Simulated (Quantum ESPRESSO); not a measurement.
## Cost against accuracy: ecutwfc for TiTe (P6_3/mmc, 4 atoms in the cell)

```
CELL_PARAMETERS angstrom
      3.62759     0.00000     0.00000
     -1.81380     3.14159     0.00000
      0.00000     0.00000     7.21589
ATOMIC_POSITIONS crystal
  Ti 0.00000 0.00000 0.50000
  Ti 0.00000 0.00000 0.00000
  Te 0.66667 0.33333 0.25000
  Te 0.33333 0.66667 0.75000
```

Level of theory: PBEsol, SSSP 1.1.2 efficiency (PBE) pseudopotentials (plane waves; Quantum ESPRESSO 7.5).

Base settings: ecutwfc = 50 Ry; ecutrho = 400 Ry; occupations = smearing; smearing = cold; degauss = 0.019992 Ry; input_dft = pbesol; potentials = {Ti: ti_pbe_v1.4.uspp.F.UPF, Te: Te_pbe_v1.uspp.F.UPF}; K_POINTS = automatic 11 11 5 0 0 0; conv_thr = 1e-10 Ry.

Misses are taken against the tightest run, 100 Ry (ecutrho: 400 Ry → 800 Ry), which need not be fully converged itself. The energy is the free energy per atom.

The count of work is k-points × plane waves × bands × iterations; it is no time, and leaves out set-up, grids and terms that scale otherwise. Core times come from one kind of shared machine and are given to one figure; runs under 30 s give none.

The starting cell comes from a database of computed structures (which also holds hypothetical and non-ambient phases and stackings), without a prior relaxation at this level. Its lattice was rescaled by a random factor within 2.5 % of one. Spin polarisation is off, so a magnetic state, if there is one, cannot be reached.

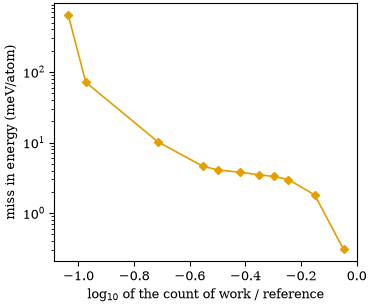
*Miss against the count of work; the reference run is not drawn, and misses under 0.1 meV/atom are drawn there.*

```csv
ecutwfc,energy less reference (meV/atom),pressure less reference (GPa),count of work / reference,core time / reference (rough)
20 Ry (ecutrho: 400 Ry → 160 Ry),641.68,-27.85,0.092,–
25 Ry (ecutrho: 400 Ry → 200 Ry),71.32,-3.93,0.11,–
30 Ry (ecutrho: 400 Ry → 240 Ry),10.19,-0.44,0.19,0.07
35 Ry (ecutrho: 400 Ry → 280 Ry),4.64,-0.02,0.28,0.10
40 Ry (ecutrho: 400 Ry → 320 Ry),4.08,0.01,0.32,0.1
45 Ry (ecutrho: 400 Ry → 360 Ry),3.79,0.00,0.38,0.2
50 Ry,3.50,0.00,0.44,0.2
57 Ry (ecutrho: 400 Ry → 456 Ry),3.31,0.00,0.50,0.3
65 Ry (ecutrho: 400 Ry → 520 Ry),3.00,-0.02,0.57,0.3
75 Ry (ecutrho: 400 Ry → 600 Ry),1.81,-0.06,0.71,0.5
88 Ry (ecutrho: 400 Ry → 704 Ry),0.31,-0.02,0.90,0.9
100 Ry (ecutrho: 400 Ry → 800 Ry),0.00,0.00,1.0,1
```

Coarsest setting among those run that, with all tighter ones, holds the energy within 20 meV/atom of the reference: 30 Ry (ecutrho: 400 Ry → 240 Ry), off by 10 meV/atom; it needs 0.19 of the reference's count of work and about 0.07 of the reference's time.

Coarsest setting among those run that, with all tighter ones, holds the energy within 2 meV/atom of the reference: 75 Ry (ecutrho: 400 Ry → 600 Ry), off by 1.8 meV/atom; its saving against the reference is no more than about a factor of 2 in the count of work.

The step from 30 Ry (ecutrho: 400 Ry → 240 Ry) to 57 Ry (ecutrho: 400 Ry → 456 Ry): it takes the miss in the energy from 10 to 3.3 meV/atom, for 2.6 times the count of work and roughly 3 times the time.
